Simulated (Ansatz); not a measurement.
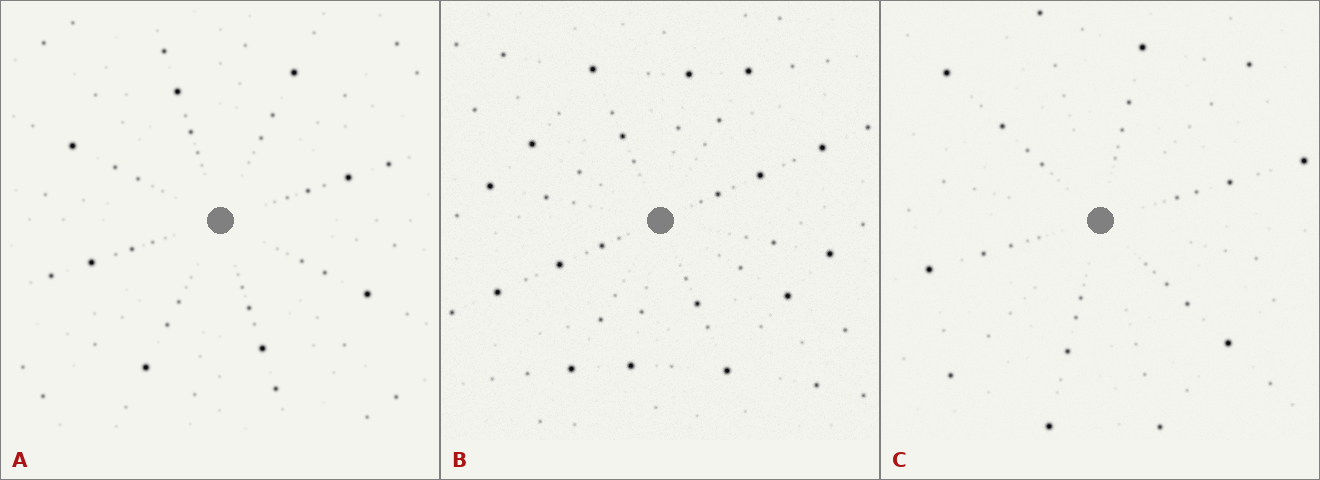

Simulated back-reflection Laue patterns (white X-rays, 0.45 to 2.2 Å, flat plate covering ±45° about the beam, kinematic intensities, seen from the source). Crystal: LiMgF3, space group Pm-3m (No. 221), a = 3.581 Å. Structure: coordinates from a relaxation with Ansatz 0.2.0, DFT PBEsol, scalar-relativistic, plane waves, PAW; the starting structure was generated, so it need not be a known form of this composition.

```tsv
atom	site	symmetry	x	y	z
Li	1b	m-3m	0.5000	0.5000	0.5000
Mg	1a	m-3m	0.0000	0.0000	0.0000
F	3c	4/mm.m	0.0000	0.5000	0.5000
```

The directions [001], [110], [111] point towards the source, in some order. Which is which?

A: [001], symmetry 4mm (a fourfold axis with mirror lines). B: [110], symmetry 2mm (a twofold axis with two mirror lines). C: [111], symmetry 3m (a threefold axis with three mirror lines). The Laue class is m-3m.
